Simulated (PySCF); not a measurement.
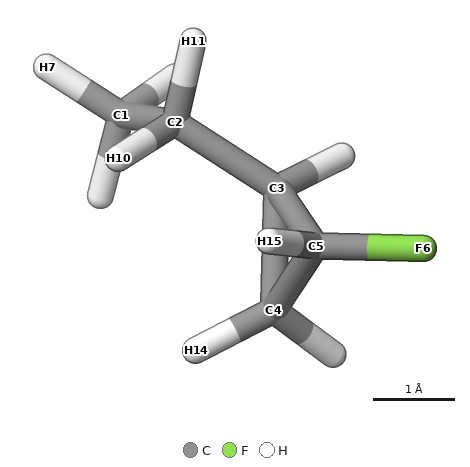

Figure 1. The input geometry (stick view, seen at a tilt; atoms are numbered from 1 in the order of the input).

**Run report: C5H9F, NMR shielding calculation**

System: C5H9F.
Method: GIAO BHandHLYP/pcSseg-1 NMR shielding, non-relativistic, gas phase (PySCF 2.14.0).

The geometry comes from this level: PBE0-D3(BJ)/def2-SVP. Figures and captions count atoms from 1; the log counts them from 0 in places.

## Log
```
coarse grid: 12096 points
cycle   1  E = -295.4711655404  dE =  8.695e-01  |g| = 4.920e-01  |ddm| = 3.203e+00
cycle   2  E = -295.4853259031  dE = -1.416e-02  |g| = 4.823e-01  |ddm| = 6.065e-01
cycle   3  E = -295.5207777552  dE = -3.545e-02  |g| = 4.564e-02  |ddm| = 3.134e-01
cycle   4  E = -295.5210992040  dE = -3.214e-04  |g| = 2.140e-02  |ddm| = 4.146e-02
cycle   5  E = -295.5212037210  dE = -1.045e-04  |g| = 4.095e-03  |ddm| = 2.055e-02
cycle   6  E = -295.5212075306  dE = -3.810e-06  |g| = 7.881e-04  |ddm| = 3.800e-03
final grid: 115992 points
cycle   7  E = -295.5555757377  dE = -1.647e-05  |g| = 3.376e-03  |ddm| = 1.292e-02
cycle   8  E = -295.5555759493  dE = -2.116e-07  |g| = 3.412e-03  |ddm| = 5.220e-03
cycle   9  E = -295.5555783082  dE = -2.359e-06  |g| = 2.661e-04  |ddm| = 2.552e-03
cycle  10  E = -295.5555783177  dE = -9.525e-09  |g| = 1.355e-04  |ddm| = 2.958e-04
cycle  11  E = -295.5555783212  dE = -3.466e-09  |g| = 1.436e-05  |ddm| = 1.135e-04
cycle  12  E = -295.5555783212  dE = -4.934e-11  |g| = 5.643e-06  |ddm| = 2.114e-05
```

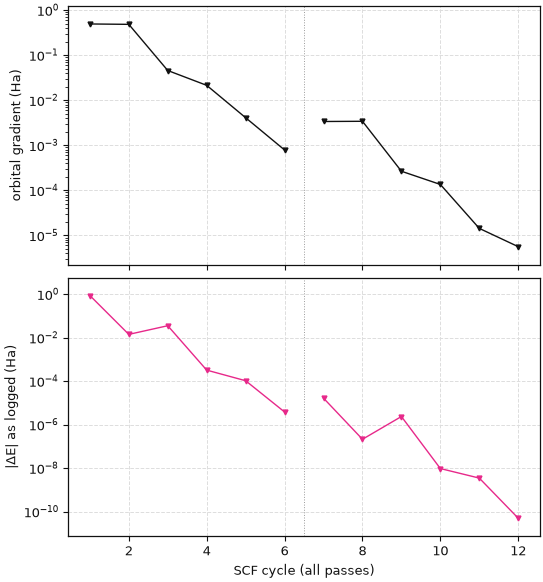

Figure 2. Convergence of the self-consistent field: orbital gradient and size of the energy change against the SCF cycle. The dotted line marks the change from a coarse to the final integration grid. The first 6 cycles use a coarse grid, the final grid takes over at cycle 7, and the field converges after 12 cycles in all.

```
converged SCF energy = -295.5555783212

GIAO shielding tensors (ppm)
atom      isotropic    diamagn.    paramagn.     s11        s22        s33       span
  0 C      169.357     245.142     -75.785    157.844    165.636    184.591     26.747
  1 C      157.513     244.397     -86.884    145.318    155.016    172.205     26.888
  2 C      164.230     249.290     -85.060    129.187    152.563    210.940     81.753
  3 C      172.182     252.526     -80.344    145.453    159.555    211.537     66.084
  4 C      113.304     250.148    -136.845     61.367     83.855    194.689    133.322
  5 F      415.183     470.068     -54.885    368.392    414.429    462.728     94.336
  6 H       30.376      28.101       2.275     25.745     27.362     38.022     12.277
  7 H       30.410      29.227       1.184     26.310     28.374     36.547     10.238
  8 H       30.414      29.914       0.500     25.689     29.758     35.797     10.108
  9 H       31.364      31.587      -0.223     25.973     31.403     36.716     10.743
 10 H       29.503      30.192      -0.689     23.995     28.880     35.634     11.639
 11 H       30.579      31.556      -0.978     24.529     29.225     37.982     13.453
 12 H       30.547      30.134       0.413     25.373     27.154     39.114     13.741
 13 H       31.258      31.197       0.060     26.376     27.972     39.425     13.049
 14 H       27.623      30.954      -3.332     22.227     28.548     32.093      9.867
```

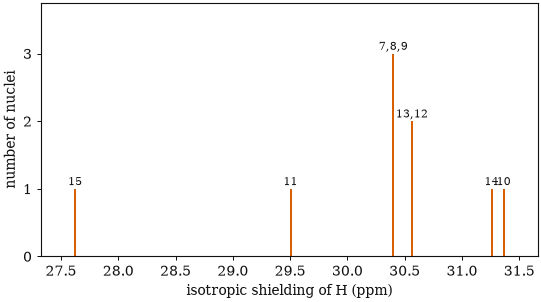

Figure 3. Isotropic shieldings of the hydrogen nuclei in this fixed geometry, labelled by atom number; shielding grows to the right, so chemical shift grows to the left. The least shielded is H15 (27.6 ppm), the most shielded H10 (31.4 ppm).

This output came from the following input.

## Input
```
{"job": {"kind": "nmr", "xc": "BHandHLYP", "basis": "pcSseg-1", "pop": false}, "charge": 0, "multiplicity": 1}
C      1.831732    -0.840049    -0.048078
C      0.669130    -0.189216     0.685724
C     -0.632096    -0.294458    -0.068391
C     -0.972026     0.672264    -1.184013
C     -1.714583     0.707673     0.105551
F     -3.000672     0.272300     0.113085
H      2.771469    -0.745895     0.516761
H      1.646348    -1.913366    -0.212103
H      1.983531    -0.378158    -1.036431
H      0.894578     0.876115     0.867679
H      0.547287    -0.647447     1.682503
H     -0.998896    -1.314694    -0.230963
H     -1.513496     0.274275    -2.045677
H     -0.276787     1.486777    -1.408713
H     -1.565065     1.546868     0.794681
```

The first line tells a small driver script what to run in PySCF; the rest is the geometry in Å.

## Summary

- outcome: converged
- total energy: −295.555578 hartree
- HOMO: −9.26 eV
- LUMO: 2.22 eV
- dipole moment: 1.92 D
- isotropic shielding, C: 113.3 to 172.2 ppm
- isotropic shielding, F: 415.2 ppm
- isotropic shielding, H: 27.6 to 31.4 ppm
- hardware: 1 CPU thread, shared host
- wall time: 12 s
- peak memory: 0.74 GiB
